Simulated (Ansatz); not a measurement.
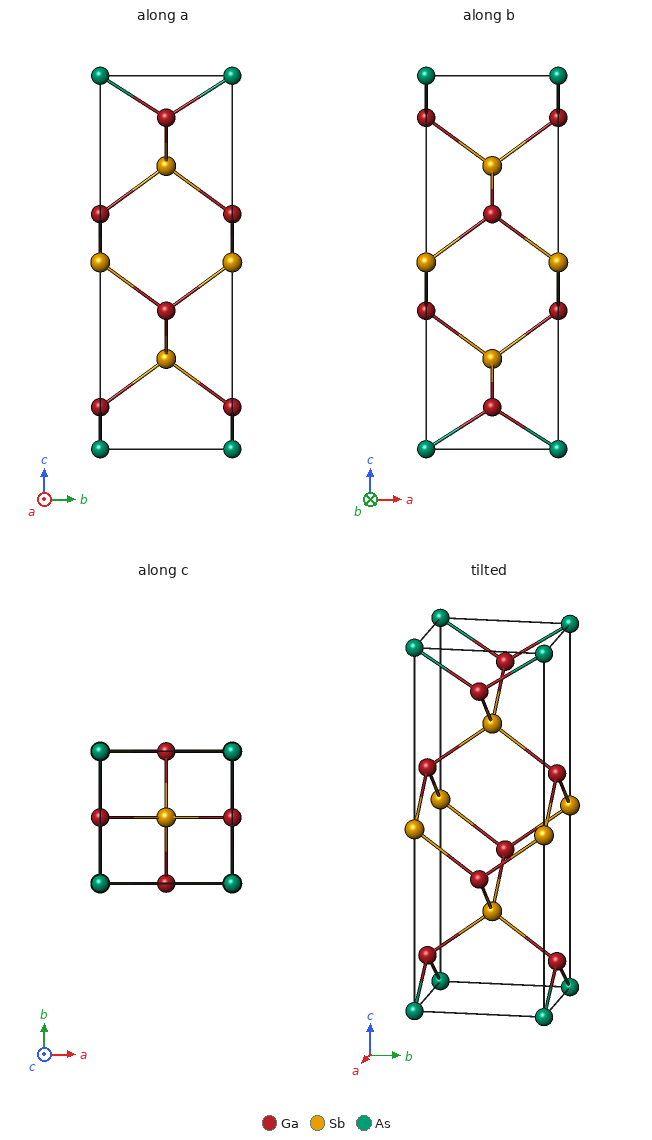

The image is a ball-and-stick drawing of a crystal, viewed along the a axis, along the b axis, along the c axis and slightly off an axis. The wireframe shows the conventional unit cell.

Lattice parameters: a = 4.315 Å, b = 4.315 Å, c = 12.198 Å, α = 90.00°, β = 90.00°, γ = 90.00°. Put a along x and b in the xy plane.

Q: Give the structure in the form of a POSCAR file, with free fractional coordinates to two decimals.

A:
```
Ga Sb As
1.0
     4.315    0.000    0.000
     0.000    4.315    0.000
     0.000    0.000   12.198
Ga Sb As
4 3 1
Direct
  0.50 0.00 0.63
  0.00 0.50 0.89
  0.50 0.00 0.11
  0.00 0.50 0.37
  0.50 0.50 0.24
  0.00 0.00 0.50
  0.50 0.50 0.76
  0.00 0.00 0.00
```

Origin of the cell: a structure type filled with these elements by a generator (whether the compound takes this form wasn't checked). What is shown is the relaxed result from DFT PBE, scalar-relativistic, plane waves, PAW in Ansatz.
